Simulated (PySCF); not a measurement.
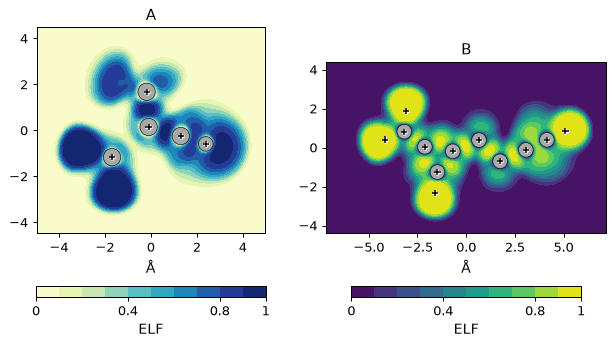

The electron localisation function of 2 systems, each on a plane through atoms (crosses mark nuclei in the plane; grey discs cover the cores).

Level of theory: PBE0/pcSseg-1, SCF density, gas phase, non-relativistic in PySCF 2.14.0.

System 1: C5H6FNO, the plane of atoms C2, C3 and C4. Geometry: GFN2-xTB.

```xyz
14

N    -1.1724    2.1639   -1.6869
C    -0.8258    1.3520   -0.9618
C    -0.3430    0.3169   -0.0651
C    -1.5369   -0.5148    0.4200
F    -1.1129   -1.6868    0.9822
C     0.8731   -0.4659   -0.6050
C     1.6146    0.1447    0.5870
O     0.4422    0.8495    1.0092
H    -2.0839    0.0398    1.1884
H    -2.1945   -0.7742   -0.4167
H     0.7536   -1.5452   -0.5760
H     1.2161   -0.1475   -1.5859
H     1.9431   -0.5656    1.3489
H     2.4260    0.8327    0.3396
```

System 2: C8H8 (SMILES C#CCCC1=CC1=C), the plane of atoms C7, C8 and H15. Geometry: GFN2-xTB.

```xyz
16

C    -2.1242    1.7908   -2.5500
C    -1.8314    1.0459   -1.6608
C    -1.4379    0.1677   -0.5792
C     0.0075    0.4475   -0.1424
C     0.4283   -0.4408    0.9448
C     0.1478   -1.4256    1.7900
C     1.4797   -0.8563    1.8550
C     2.6914   -0.7791    2.3484
H    -2.3977    2.4355   -3.3305
H    -1.5285   -0.8719   -0.9072
H    -2.1127    0.3170    0.2687
H     0.6888    0.3199   -0.9906
H     0.1035    1.4871    0.1888
H    -0.5459   -2.1375    2.1675
H     3.4058   -0.0639    1.9773
H     3.0181   -1.4273    3.1436
```

Q: Which map belongs to which system?

A: Panel A is system 1, C5H6FNO: the plane holds N and C. C–N (1.14 Å): the ELF peaks at about 0.85 between the atoms (a short, multiple covalent bond). Panel B is system 2, C8H8: the plane holds C and H. C–C (1.20 Å): the ELF peaks at about 0.85 between the atoms; a short, multiple covalent bond.
